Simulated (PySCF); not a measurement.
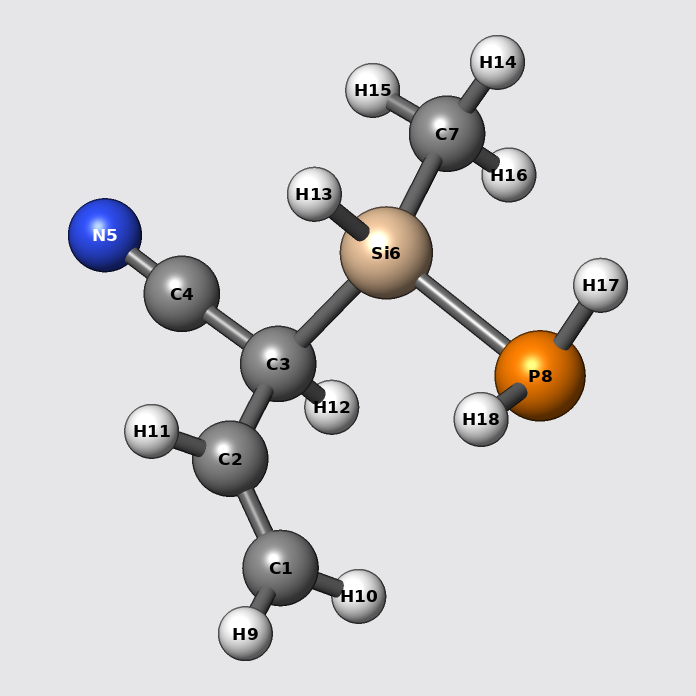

Every bond is drawn as one stick. Computed geometry: GFN2-xTB optimisation. No frequency run is at hand to confirm it as a minimum. Level of theory: PBE0/pcSseg-1 (PySCF 2.14.0).

**Which bond between heavy atoms has the lowest Mayer bond order?**

C3–Si6, 0.77, at 1.943 Å.

List the Mayer bond orders of C1–C2, C2–C3, C3–C4, C3–Si6, C4–N5, Si6–C7, Si6–P8 (bonds between heavy atoms, one of each equivalent set).

| bond | Mayer order | length (Å) |
| --- | --- | --- |
| C1–C2 | 1.97 | 1.321 |
| C2–C3 | 0.99 | 1.492 |
| C3–C4 | 1.02 | 1.427 |
| C3–Si6 | 0.77 | 1.943 |
| C4–N5 | 3.04 | 1.145 |
| Si6–C7 | 0.98 | 1.900 |
| Si6–P8 | 1.04 | 2.246 |

The geometry is semi-empirical. Around P, Si such bond lengths and angles can be off by a tenth of an ångström or more and by several degrees, and values that hang on the shape move with them.
